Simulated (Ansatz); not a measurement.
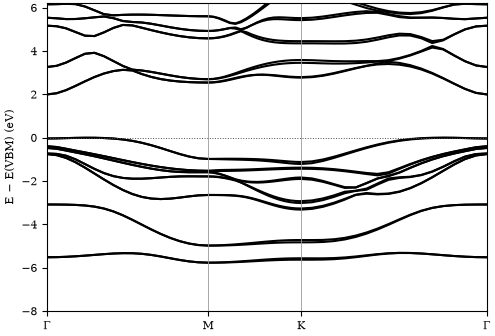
Figure: Band structure from the program Ansatz at the r²SCAN+D4 with spin–orbit coupling level (PAW)

Q: Read off the gap and where the band edges lie.

A: About 2.0 eV (1.99 eV by a search for the band edges); maximum on the K–Γ line, 77 % of the way from K, minimum at Γ.

The material is monolayer InSe (GaSe-type, P-6m2 in the vacuum cell, 4 atoms).

A layer that has been made, often on a substrate. The cell was relaxed with r²SCAN+D4 under the symmetry of its start; whether a distortion lowers the energy is not shown.

Potentials: the later of the program's two PAW sets.
